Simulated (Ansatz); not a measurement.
Consider RbPdCl3 (cubic perovskite) (Pm-3m).

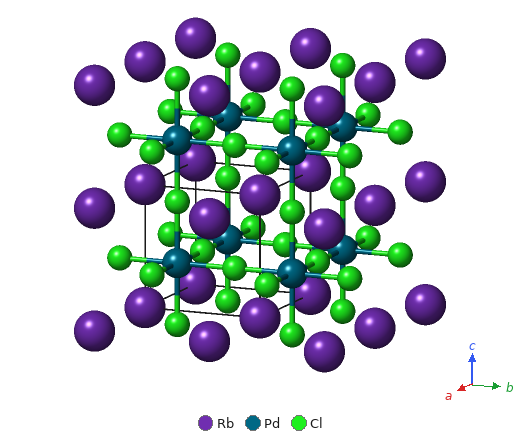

The structure (rubidium purple, palladium blue, chlorine green). 2×2×2 cells are drawn. Some periodic images of atoms are drawn too.

The structure was built from a prototype and need not be the compound's stable phase.

```
Rb Pd Cl
1.0
     0.00000   -4.82304    0.00000
     0.00000    0.00000    4.82304
    -4.82304    0.00000    0.00000
Rb Pd Cl
1 1 3
Direct
  0.00000 0.00000 0.00000
  0.50000 0.50000 0.50000
  0.50000 0.50000 0.00000
  0.50000 0.00000 0.50000
  0.00000 0.50000 0.50000
```

The structure was relaxed with LDA. The structure type comes from a generator and need not be one that this composition takes. The structure was generated from a model, not taken from a measurement. The runs that relaxed it are not among those shown. The program's search for lower electronic states was switched off, so nothing shows that the state found is the lowest. PAW set soft_2, made with PBE.

A constrained-RPA run (Ansatz 0.2.0; non-magnetic LDA; Pd d + anion p, bands v13 to c1, 4×4×4 mesh, medium accuracy) builds 14 functions on bands 9.0 eV wide, with 26.0 electrons in the window. The bare on-site interaction is 17.6 eV and the bare J 0.66 eV.

Question: Estimate U, U′ and J.

On the Pd d shell, U = 6.57 eV (37 % of the bare value), U′ = 5.54 eV, J = 0.51 eV.

The parent state is non-magnetic and the interaction static (zero frequency); U depends on the window and the orbitals, so it belongs to this model alone. A window that holds the anion p bands defines a model with explicit ligands; its U belongs to that model and is not the U of DFT+U.

[Paths, hosts, dates, memory and timing lines, banners, echoed tables and standing remarks are left out of the program output.]

[Logs are printed without paths, hosts, clocks, repeated set-up lines and the standing remarks that a program may print on its own settings, such as how far it seeks lower states.]

[Runs of the session that timed out or met a known fault of the program may be left out.]

[Hosts, paths, dates, database ids (printed as entryN), source tags and the programs' standing remarks are cut or masked in the printed files.]
